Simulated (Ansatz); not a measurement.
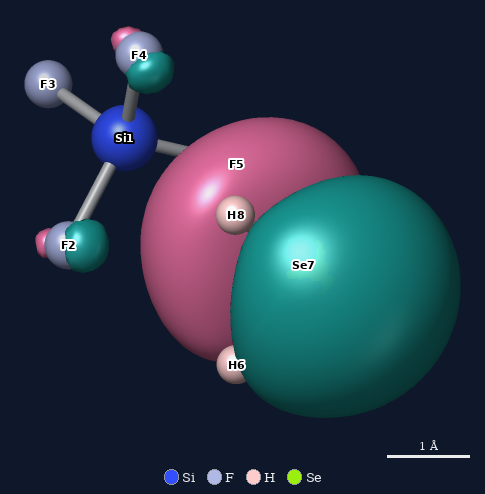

The picture shows: SiF$_{4}$···H$_{2}$Se. The HOMO at ±0.08 Å⁻³ᐟ² (teal and pink are the two phases), seen at an oblique angle.

The reactant side of a reaction path; geometry: PBE0-D4/def2-TZVP.

All numbers below come from RKS PBE0-D4/def2-TZVPP (Ansatz 0.2.0).

```yaml
atoms:
  - { symbol: Si, position_ang: [-1.1188, -0.6081, -0.6362] }
  - { symbol: F, position_ang: [0.2249, -1.4063, -0.6620] }
  - { symbol: F, position_ang: [-2.2495, -1.5355, -1.1946] }
  - { symbol: F, position_ang: [-1.4921, -0.2104, 0.8283] }
  - { symbol: F, position_ang: [-1.0249, 0.6565, -1.5473] }
  - { symbol: H, position_ang: [2.6230, 0.6146, 0.3649] }
  - { symbol: Se, position_ang: [1.5972, 1.5795, 0.7756] }
  - { symbol: H, position_ang: [1.4403, 0.9099, 2.0713] }
```

> Where does this orbital lie, and at what energy?

Its weight (Hirshfeld) is mainly on Se7 (about 90 %); largely a lone pair of Se7. Its energy is −7.35 eV.
